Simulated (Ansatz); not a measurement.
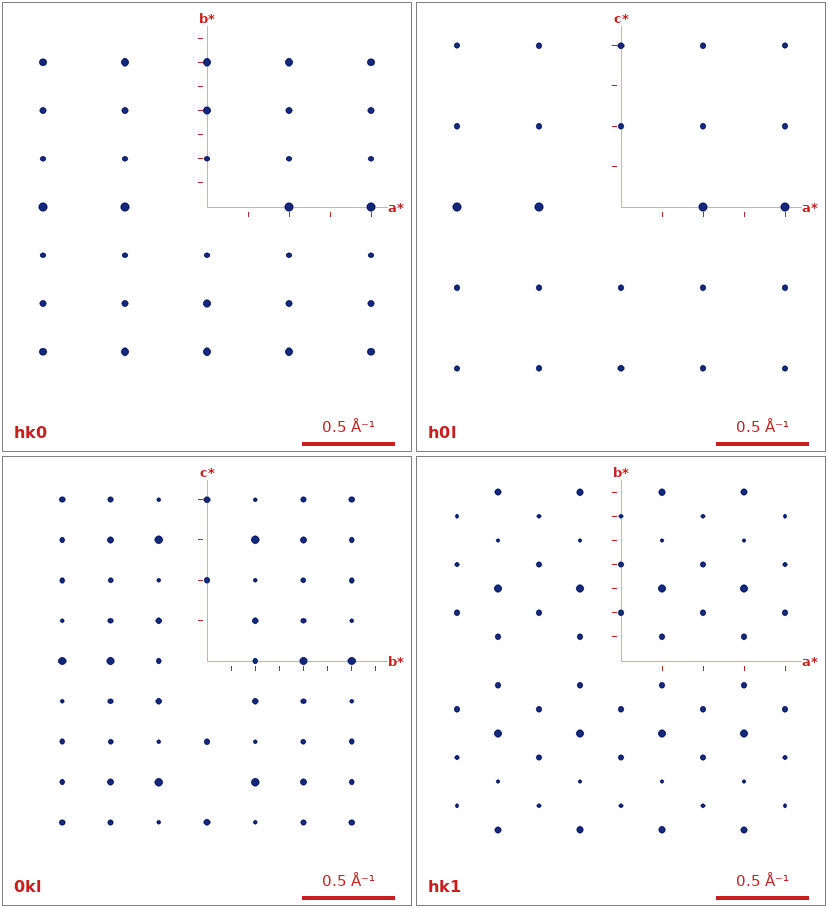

Simulated precession-type sections (neutrons; kinematic intensities, B = 0.5 Å²). The ticks mark integer indices of the conventional cell.

The compound is Ga. Structure: the input geometry of an electronic-structure calculation (not necessarily at equilibrium).

Q: What cell do the layers give?

A: a* = 0.224, b* = 0.132, c* = 0.221 Å⁻¹; the cell is orthorhombic with a = 4.46 Å, b = 7.59 Å, c = 4.53 Å.

Q: Which reflection conditions do the layers show?

A: Reflections are present only under these conditions. hkl: h + k = 2n; hk0: h = 2n, k = 2n; h0l: h = 2n, l = 2n; 0kl: k = 2n; h00: h = 2n; 0k0: k = 2n; 00l: l = 2n. The lattice is C-centred (C).

Q: Which space groups fit?

A: The intensities have Laue symmetry mmm (the hk0 layer shows 2mm, hk1 shows 2mm). With these conditions the candidates are C2ce (No. 41), Cmce (No. 64) (symbols for these axes; some are non-standard settings). Diffraction geometry alone does not choose among them; the structure has Cmce.
